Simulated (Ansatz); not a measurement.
# CH₄F₂InN: one molecule under many settings

How do the results and run time of CH₄F₂InN respond when the settings are drawn wide?

Method: the settings change from run to run; program: Ansatz 0.2.0, Gaussian basis.

### 1 The geometry

An earlier PBE0-D4 in a triple-zeta def2 set relaxation fixed the geometry. In takes a core potential in def2 sets; no spin-orbit term is included.

SMILES `C[NH][In]([F])[F]`, 9 atoms, charge 0, spin multiplicity 1.

Atoms are counted from 1 here; the program's logs count them from 0.

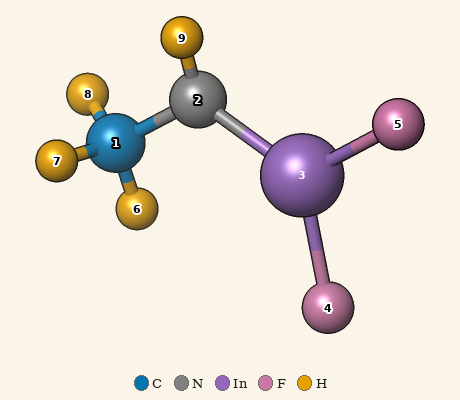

The geometry (carbon blue, nitrogen grey, indium purple, fluorine pink, hydrogen amber); atoms are numbered from 1 in the order of the file.

### 2 B2PLYP/def2-TZVPP

Options: multiplicity 3, high accuracy.

in.yaml reads:

```yaml
crystal:
  periodic: [false, false, false]
  atoms:
    - {symbol: C, position_ang: [-0.418439, -1.204910, 0.544512]}
    - {symbol: N, position_ang: [0.051359, 0.162590, 0.688004]}
    - {symbol: In, position_ang: [0.408696, 1.362733, -0.858069]}
    - {symbol: F, position_ang: [-0.400686, 1.082715, -2.596671]}
    - {symbol: F, position_ang: [1.380130, 3.034681, -0.773109]}
    - {symbol: H, position_ang: [-1.109073, -1.278719, -0.297447]}
    - {symbol: H, position_ang: [0.380834, -1.937933, 0.382855]}
    - {symbol: H, position_ang: [-0.972381, -1.502644, 1.441002]}
    - {symbol: H, position_ang: [0.679561, 0.281487, 1.468923]}
basis:
  gaussian: {orbitals: def2-TZVPP}
magnetization: {spin_polarized: true, initial_magnetization: 2}
hamiltonian: {xc: {name: B2PLYP}}
accuracy: high
output: {forces: true}
```

On the command line:

```bash
$ ansatz run in.yaml --threads 4 --pin off --events-out ev --progress --plain --max-ram 10444MiB
```

What it wrote, shortened:

```text
Functional definition: B2PLYP
  name "B2PLYP"
  cite "Grimme, J. Chem. Phys. 124, 034108 (2006) doi:10.1063/1.2148954"
  cite "Becke, Phys. Rev. A 38, 3098 (1988) doi:10.1103/PhysRevA.38.3098"
  cite "Lee, Yang & Parr, Phys. Rev. B 37, 785 (1988) doi:10.1103/PhysRevB.37.785"
[...]
4166 factors; integrals over basis functions are off by at most 4.7e-8 eV
[...]
mean field -13180.37328326 eV, -484.3697841821 hartree, gradient 8.2e-8 eV, S^2 2.010226; 0 other end points of the search recorded, 0 dependent functions left out
8 core orbitals not correlated: weight in the atoms' cores, before any rotation towards them, 1.000 or more for the frozen orbitals, at most 0.000 for the correlated occupied ones
reference -13180.37331383 eV, -484.3697853053 hartree; 21, 19 occupied and 201, 203 virtual orbitals, 4166 factors
second order -37.43056810 eV of doubles, -0.00000000 eV of singles
[...]
Total energy: -13190.47956722 eV, -484.7411832670 hartree
Atom 0 at    -0.418439    -1.204910     0.544512 Å, force    -1.090250     0.173355     0.154798 eV/Å
Atom 1 at     0.051359     0.162590     0.688004 Å, force    -0.716949    -3.788883     2.759356 eV/Å
Atom 2 at     0.408696     1.362733    -0.858069 Å, force     1.224099     2.216315    -3.295788 eV/Å
Atom 3 at    -0.400686     1.082715    -2.596671 Å, force    -0.809727    -0.281061    -1.023532 eV/Å
Atom 4 at     1.380130     3.034681    -0.773109 Å, force     0.528023     1.238658     0.286395 eV/Å
Atom 5 at    -1.109073    -1.278719    -0.297447 Å, force     0.221476     0.156166    -0.001291 eV/Å
Atom 6 at     0.380834    -1.937933     0.382855 Å, force     0.253541     0.355534     0.182705 eV/Å
Atom 7 at    -0.972381    -1.502644     1.441002 Å, force     0.244689    -0.069085     0.054072 eV/Å
Atom 8 at     0.679561     0.281487     1.468923 Å, force     0.145099    -0.000997     0.883286 eV/Å
Dipole moment:    -0.355860    -1.326664     1.369213 e Å
```

It took 1.8 min on 4 threads of Arm Neoverse V2, shared host; peak memory 2 GiB.

Largest force 4.742 eV/Å, dipole 9.32 D, ⟨S²⟩ 2.010.

### 3 rPW86-PBE/def2-mTZVPP

This run has unrestricted orbitals.

in.yaml, as its differences from that of step 2:

```diff
@@ -13,6 +13,5 @@
 basis:
-  gaussian: {orbitals: def2-TZVPP}
-magnetization: {spin_polarized: true, initial_magnetization: 2}
-hamiltonian: {xc: {name: B2PLYP}}
-accuracy: high
+  gaussian: {orbitals: def2-mTZVPP}
+magnetization: {spin_polarized: true, initial_magnetization: 0}
+hamiltonian: {xc: {name: rPW86-PBE}}
 output: {forces: true}
```

Same command.

What it wrote, shortened:

```text
Functional definition: rPW86-PBE
  name "rPW86-PBE"
  cite "Murray, Lee & Langreth, J. Chem. Theory Comput. 5, 2754 (2009) doi:10.1021/ct900365q"
  cite "Perdew, Burke & Ernzerhof, Phys. Rev. Lett. 77, 3865 (1996) doi:10.1103/PhysRevLett.77.3865"
  parent pbe
[...]
1238 factors; their error is unknown
[...]
mean field -13224.37978323 eV, -485.9869932272 hartree, gradient 1.5e-5 eV, S^2 0.000000; 0 other end points of the search recorded, 0 dependent functions left out
[...]
reference -13224.37993481 eV, -485.9869987976 hartree; 28, 28 occupied and 119, 119 virtual orbitals, 1238 factors
Total energy: -13224.37993481 eV, -485.9869987976 hartree
Atom 0 at    -0.418439    -1.204910     0.544512 Å, force    -0.103585    -0.386507    -0.080524 eV/Å
Atom 1 at     0.051359     0.162590     0.688004 Å, force    -0.258199    -0.056327     0.572011 eV/Å
Atom 2 at     0.408696     1.362733    -0.858069 Å, force     0.145759    -0.296170     0.248031 eV/Å
Atom 3 at    -0.400686     1.082715    -2.596671 Å, force    -0.524167    -0.175369    -1.065785 eV/Å
Atom 4 at     1.380130     3.034681    -0.773109 Å, force     0.590808     1.054116     0.071182 eV/Å
Atom 5 at    -1.109073    -1.278719    -0.297447 Å, force    -0.109536    -0.018958    -0.126703 eV/Å
Atom 6 at     0.380834    -1.937933     0.382855 Å, force     0.116543    -0.133587    -0.019246 eV/Å
Atom 7 at    -0.972381    -1.502644     1.441002 Å, force    -0.087023    -0.045202     0.158277 eV/Å
Atom 8 at     0.679561     0.281487     1.468923 Å, force     0.229398     0.058004     0.242755 eV/Å
Dipole moment:     0.016291    -0.607214     0.599444 e Å
```

Run time: 6.5 s. Hardware: 4 threads of Arm Neoverse V2, shared host.

Largest force 1.210 eV/Å, dipole 4.10 D, ⟨S²⟩ 0.000.

### 4 CCSD/def2-SVPD

in.yaml, as its differences from that of step 3:

```diff
@@ -13,5 +13,4 @@
 basis:
-  gaussian: {orbitals: def2-mTZVPP}
-magnetization: {spin_polarized: true, initial_magnetization: 0}
-hamiltonian: {xc: {name: rPW86-PBE}}
-output: {forces: true}
+  gaussian: {orbitals: def2-SVPD}
+hamiltonian: {xc: {name: HF}}
+correlation: {method: ccsd}
```

The command is unchanged.

What it wrote, shortened:

```text
Functional definition: HF
  name "HF"
  cite "Fock, Z. Phys. 61, 126 (1930) doi:10.1007/BF01340294"
  parent pbe
[...]
1581 factors; integrals over basis functions are off by at most 1.0e-3 eV
[...]
mean field -13131.25402910 eV, -482.5646848858 hartree, gradient 2.1e-6 eV, S^2 0.000000; 0 other end points of the search recorded, 0 dependent functions left out
8 core orbitals not correlated: weight in the atoms' cores, before any rotation towards them, 1.000 or more for the frozen orbitals, at most 0.000 for the correlated occupied ones
reference -13131.25402910 eV, -482.5646848858 hartree; 20, 20 occupied and 122, 122 virtual orbitals, 1581 factors
second order -22.57647064 eV of doubles, -0.00000000 eV of singles
cycle   1  -22.45597774 eV  change    1.2e-1 eV  update   1.4e-1
[...]
cycle  11  -23.21914616 eV  change    3.6e-5 eV  update   1.9e-5
Total energy: -13154.47317526 eV, -483.4179727686 hartree
```

Run time: 18 s. Hardware: 4 threads of Arm Neoverse V2, shared host; peak memory 1.5 GiB.

T1 0.016.

### 5 PBE-QIDH/ANO-RCC-VTZP

Set apart from the defaults: atoms shaken by 0.08 Å, high accuracy.

in.yaml reads:

```yaml
crystal:
  periodic: [false, false, false]
  atoms:
    - {symbol: C, position_ang: [-0.469228, -1.135818, 0.612398]}
    - {symbol: N, position_ang: [0.120786, 0.106047, 0.568318]}
    - {symbol: In, position_ang: [0.396949, 1.414286, -0.760043]}
    - {symbol: F, position_ang: [-0.428896, 1.176741, -2.547338]}
    - {symbol: F, position_ang: [1.267112, 3.012286, -0.861205]}
    - {symbol: H, position_ang: [-1.022493, -1.386731, -0.473810]}
    - {symbol: H, position_ang: [0.305724, -1.964478, 0.365881]}
    - {symbol: H, position_ang: [-0.884493, -1.358721, 1.409351]}
    - {symbol: H, position_ang: [0.695200, 0.223113, 1.330497]}
basis:
  gaussian: {orbitals: ANO-RCC-VTZP}
hamiltonian: {xc: {name: PBE-QIDH}}
accuracy: high
output: {forces: true}
```

Launched as before.

What it wrote, shortened:

```text
Functional definition: PBE-QIDH
  name "PBE-QIDH"
  cite "Brémond, Sancho-García, Pérez-Jiménez & Adamo, J. Chem. Phys. 141, 031101 (2014) doi:10.1063/1.4890314"
  cite "Perdew, Burke & Ernzerhof, Phys. Rev. Lett. 77, 3865 (1996) doi:10.1103/PhysRevLett.77.3865"
[...]
4684 factors; integrals over basis functions are off by at most 4.6e-9 eV
[...]
mean field -168015.93819902 eV, -6174.4718435207 hartree, gradient 6.5e-8 eV, S^2 0.000000; 0 other end points of the search recorded, 0 dependent functions left out
22 core orbitals not correlated: weight in the atoms' cores, before any rotation towards them, 1.000 or more for the frozen orbitals, at most 0.000 for the correlated occupied ones
reference -168015.93820221 eV, -6174.4718436379 hartree; 20, 20 occupied and 202, 202 virtual orbitals, 4684 factors
second order -41.97730805 eV of doubles, -0.00000000 eV of singles
[...]
Total energy: -168029.93063823 eV, -6174.9860561771 hartree
Relativity: scalar
Atom 0 at    -0.469228    -1.135818     0.612398 Å, force     4.011721    -2.705873   -12.409273 eV/Å
Atom 1 at     0.120786     0.106047     0.568318 Å, force    -0.320798     0.925008     0.373827 eV/Å
Atom 2 at     0.396949     1.414286    -0.760043 Å, force    -1.645719    -1.156388    -2.487106 eV/Å
Atom 3 at    -0.428896     1.176741    -2.547338 Å, force     0.327147     0.029076     0.842892 eV/Å
Atom 4 at     1.267112     3.012286    -0.861205 Å, force     1.352115     2.349125     0.016032 eV/Å
Atom 5 at    -1.022493    -1.386731    -0.473810 Å, force     0.338925     1.070927     3.450819 eV/Å
Atom 6 at     0.305724    -1.964478     0.365881 Å, force    -0.736853     0.998785     1.103366 eV/Å
Atom 7 at    -0.884493    -1.358721     1.409351 Å, force    -4.685141    -1.987490     7.203524 eV/Å
Atom 8 at     0.695200     0.223113     1.330497 Å, force     1.358603     0.476830     1.905919 eV/Å
Dipole moment:     0.147971    -0.485288     0.872889 e Å
```

Wall time 5.8 min (4 threads of Arm Neoverse V2, shared host); peak memory 2.7 GiB.

Largest force 13.319 eV/Å, dipole 4.85 D.

### 6 r2SCANh/def2-TZVPP

Options: D3(BJ) dispersion.

in.yaml reads:

```yaml
crystal:
  periodic: [false, false, false]
  atoms:
    - {symbol: C, position_ang: [-0.418439, -1.204910, 0.544512]}
    - {symbol: N, position_ang: [0.051359, 0.162590, 0.688004]}
    - {symbol: In, position_ang: [0.408696, 1.362733, -0.858069]}
    - {symbol: F, position_ang: [-0.400686, 1.082715, -2.596671]}
    - {symbol: F, position_ang: [1.380130, 3.034681, -0.773109]}
    - {symbol: H, position_ang: [-1.109073, -1.278719, -0.297447]}
    - {symbol: H, position_ang: [0.380834, -1.937933, 0.382855]}
    - {symbol: H, position_ang: [-0.972381, -1.502644, 1.441002]}
    - {symbol: H, position_ang: [0.679561, 0.281487, 1.468923]}
basis:
  gaussian: {orbitals: def2-TZVPP}
hamiltonian: {xc: {name: r2SCANh}, dispersion: d3bj}
output: {forces: true}
```

Same command.

What it wrote, shortened:

```text
Warning: the engine holds no damping parameters fitted to this dispersion correction and functional, so the run takes those fitted to r2scanh beside the three-body term, which d3bj leaves out (hamiltonian.dispersion, under Limitations)
Functional definition: r2SCANh
  name "r2SCANh"
  cite "Bursch, Neugebauer, Ehlert & Grimme, J. Chem. Phys. 156, 134105 (2022) doi:10.1063/5.0086040"
  cite "Furness, Kaplan, Ning, Perdew & Sun, J. Phys. Chem. Lett. 11, 8208 (2020) doi:10.1021/acs.jpclett.0c02405"
  cite "Furness, Kaplan, Ning, Perdew & Sun, J. Phys. Chem. Lett. 11, 9248 (2020) doi:10.1021/acs.jpclett.0c03077"
  parent r2scan
[...]
1271 factors; their error is unknown
[...]
mean field -13202.24874767 eV, -485.1736926712 hartree, gradient 8.3e-5 eV, S^2 0.000000; 0 other end points of the search recorded, 0 dependent functions left out
[...]
reference -13202.24876955 eV, -485.1736934753 hartree; 28, 28 occupied and 202, 202 virtual orbitals, 1271 factors
Total energy: -13202.29265143 eV, -485.1753061047 hartree
Atom 0 at    -0.418439    -1.204910     0.544512 Å, force    -0.057147    -0.177599    -0.037685 eV/Å
Atom 1 at     0.051359     0.162590     0.688004 Å, force     0.036824     0.108624     0.089177 eV/Å
Atom 2 at     0.408696     1.362733    -0.858069 Å, force     0.028421     0.005153    -0.040790 eV/Å
Atom 3 at    -0.400686     1.082715    -2.596671 Å, force     0.014424     0.013344     0.043558 eV/Å
Atom 4 at     1.380130     3.034681    -0.773109 Å, force    -0.033362    -0.033842    -0.008212 eV/Å
Atom 5 at    -1.109073    -1.278719    -0.297447 Å, force     0.057725     0.017621     0.060529 eV/Å
Atom 6 at     0.380834    -1.937933     0.382855 Å, force    -0.059275     0.053918     0.015063 eV/Å
Atom 7 at    -0.972381    -1.502644     1.441002 Å, force     0.044020     0.027643    -0.063221 eV/Å
Atom 8 at     0.679561     0.281487     1.468923 Å, force    -0.031631    -0.014862    -0.058419 eV/Å
Dipole moment:     0.035160    -0.603044     0.603621 e Å
```

Run time: 6 s. Hardware: 4 threads of Arm Neoverse V2, shared host; peak memory 0.6 GiB.

Largest force 0.190 eV/Å, dipole 4.10 D.

### 7 wB97/def2-mTZVPP

Options: coordinates scaled by 0.96, high accuracy.

in.yaml reads:

```yaml
crystal:
  periodic: [false, false, false]
  atoms:
    - {symbol: C, position_ang: [-0.401702, -1.156714, 0.522732]}
    - {symbol: N, position_ang: [0.049305, 0.156086, 0.660484]}
    - {symbol: In, position_ang: [0.392348, 1.308223, -0.823746]}
    - {symbol: F, position_ang: [-0.384659, 1.039406, -2.492805]}
    - {symbol: F, position_ang: [1.324925, 2.913294, -0.742185]}
    - {symbol: H, position_ang: [-1.064710, -1.227570, -0.285549]}
    - {symbol: H, position_ang: [0.365601, -1.860416, 0.367541]}
    - {symbol: H, position_ang: [-0.933486, -1.442538, 1.383362]}
    - {symbol: H, position_ang: [0.652379, 0.270228, 1.410166]}
basis:
  gaussian: {orbitals: def2-mTZVPP}
hamiltonian: {xc: {name: wB97}}
accuracy: high
```

Same command.

What it wrote, shortened:

```text
Functional definition: wB97
  name "wB97"
  cite "Chai & Head-Gordon, J. Chem. Phys. 128, 084106 (2008) doi:10.1063/1.2834918"
  cite "Becke, J. Chem. Phys. 107, 8554 (1997) doi:10.1063/1.475007"
[...]
  # The coefficients of nought are those of the uniform gas.
[...]
      + integral(e_c_pw_opposite_spin*poly(b97_u_opposite, 1, cos1, cos2, cos3, cos4))
3095 factors; integrals over basis functions are off by at most 1.7e-8 eV
744 factors; integrals over basis functions are off by at most 1.9e-9 eV
[...]
mean field -13203.78319203 eV, -485.2300824613 hartree, gradient 7.9e-8 eV, S^2 0.000000; 0 other end points of the search recorded, 0 dependent functions left out
reference -13203.78319017 eV, -485.2300823930 hartree; 28, 28 occupied and 119, 119 virtual orbitals, 3095 factors
Total energy: -13203.78319017 eV, -485.2300823930 hartree
```

Run time: 17 s. Hardware: 4 threads of Arm Neoverse V2, shared host; peak memory 0.93 GiB.

### 8 BHLYP/x2c-TZVPPall

This run has the search for lower states set to light.

in.yaml reads:

```yaml
crystal:
  periodic: [false, false, false]
  atoms:
    - {symbol: C, position_ang: [-0.418439, -1.204910, 0.544512]}
    - {symbol: N, position_ang: [0.051359, 0.162590, 0.688004]}
    - {symbol: In, position_ang: [0.408696, 1.362733, -0.858069]}
    - {symbol: F, position_ang: [-0.400686, 1.082715, -2.596671]}
    - {symbol: F, position_ang: [1.380130, 3.034681, -0.773109]}
    - {symbol: H, position_ang: [-1.109073, -1.278719, -0.297447]}
    - {symbol: H, position_ang: [0.380834, -1.937933, 0.382855]}
    - {symbol: H, position_ang: [-0.972381, -1.502644, 1.441002]}
    - {symbol: H, position_ang: [0.679561, 0.281487, 1.468923]}
basis:
  gaussian: {orbitals: x2c-TZVPPall}
hamiltonian: {xc: {name: BHLYP}}
scf: {lower_state_search: light}
```

The command is unchanged.

What it wrote:

```text
Functional definition: BHLYP
  name "BHLYP"
  cite "Becke, J. Chem. Phys. 98, 1372 (1993) doi:10.1063/1.464304"
  cite "Becke, Phys. Rev. A 38, 3098 (1988) doi:10.1103/PhysRevA.38.3098"
  cite "Lee, Yang & Parr, Phys. Rev. B 37, 785 (1988) doi:10.1103/PhysRevB.37.785"
  parameter a = 0.5
  exchange = (1 - a)*b88_x + a*exact_x
  correlation = lyp_c
1706 factors; their error is unknown
mean field evaluation 1: about -168054.4530 eV, gradient 7.3e1 eV
mean field evaluation 2: about -168046.4335 eV, gradient 1.0e2 eV
mean field evaluation 4: about -168063.8473 eV, gradient 3.8e0 eV
mean field evaluation 8: about -168063.8718 eV, gradient 4.5e-2 eV
mean field evaluation 16: about -168064.6966 eV, gradient 3.5e-4 eV
mean field -168064.69657918 eV, -6176.2636809420 hartree, gradient 5.9e-5 eV, S^2 0.000000; 0 other end points of the search recorded, 0 dependent functions left out
reference -168064.69676206 eV, -6176.2636876627 hartree; 42, 42 occupied and 198, 198 virtual orbitals, 1706 factors
Total energy: -168064.69676206 eV, -6176.2636876627 hartree
Relativity: scalar
```

It took 4 s on 4 threads of Arm Neoverse V2, shared host; peak memory 0.62 GiB.

### 9 All runs side by side

| level | charge | multiplicity | geometry | functions | energy (eV) | time |
| --- | --- | --- | --- | --- | --- | --- |
| B2PLYP/def2-TZVPP | 0 | 3 | relaxed | 230 | -13190.480 | 1.8 min |
| rPW86-PBE/def2-mTZVPP | 0 | 1 | relaxed | 147 | -13224.380 | 6.5 s |
| CCSD/def2-SVPD | 0 | 1 | relaxed | 150 | -13154.473 | 18 s |
| PBE-QIDH/ANO-RCC-VTZP | 0 | 1 | shaken | 244 | -168029.931 | 5.8 min |
| r2SCANh/def2-TZVPP | 0 | 1 | relaxed | 230 | -13202.293 | 6 s |
| wB97/def2-mTZVPP | 0 | 1 | scaled | 147 | -13203.783 | 17 s |
| BHLYP/x2c-TZVPPall | 0 | 1 | relaxed | 240 | -168064.697 | 4 s |

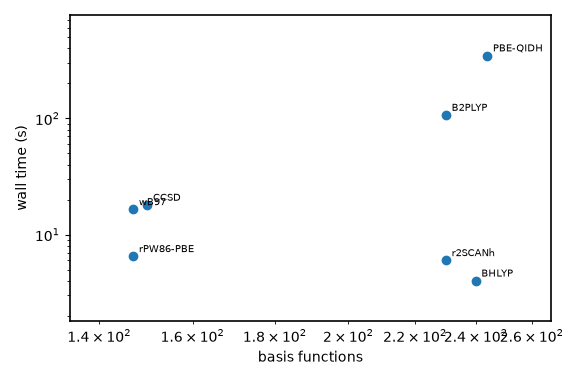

Wall time against the number of basis functions (shared host).

### 10 What came out

| quantity | value |
| --- | --- |
| runs | 7 |
| quickest | BHLYP/x2c-TZVPPall, 4 s |
| slowest | PBE-QIDH/ANO-RCC-VTZP, 5.8 min |
| spread of total energies, same state and geometry | 154910.2 eV |
| dipole, same state and geometry | 4.10 to 4.10 D |

What this shows: PBE-QIDH/ANO-RCC-VTZP took 87 times as long as BHLYP/x2c-TZVPPall. The jobs differ in tasks and options as well as level. The totals spread over 154910 eV; they can't be compared across methods or bases. Some of these runs are scalar-relativistic and others not, which shifts the totals of all-electron atoms past neon by eV; core potentials, where a basis has them, take the core out of the total altogether. At the PBE0-D4/def2-TZVP geometry and in the same state, runs without warnings or point charges leave forces up to 1.21 eV/Å (rPW86-PBE/def2-mTZVPP), against 13.3 eV/Å where the atoms were moved.
